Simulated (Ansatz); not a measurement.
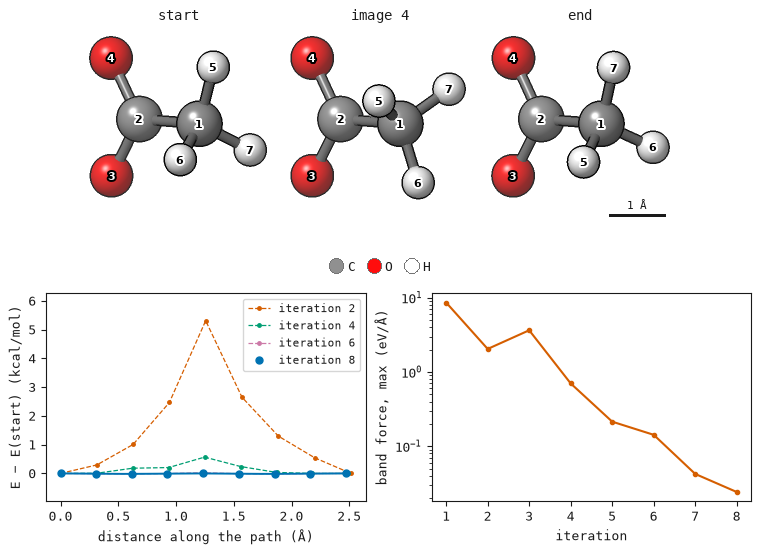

NEB run on C$_{2}$H$_{3}$O$_{2}$ (multiplicity 2). Images are numbered from 0 (start) to 8 (end). The plot follows the band through its iterations. The picture is a ball-and-stick view, seen from a free direction.

Method: UKS PBE/def2-SVP in Ansatz. Run with 7 movable images; climbing image; force threshold 0.03 eV/Å; iteration limit 54; starting path through a guess of the saddle point.

Judge this run.

The run is converged, with reservations. The band converged in 8 iterations. The largest component of the band force went from 8.6 to 0.024 eV/Å. The first iteration put the highest image at 18.53 kcal/mol. No barrier shows: the energy is highest at the start, and the end lies 0.00 kcal/mol below the start.
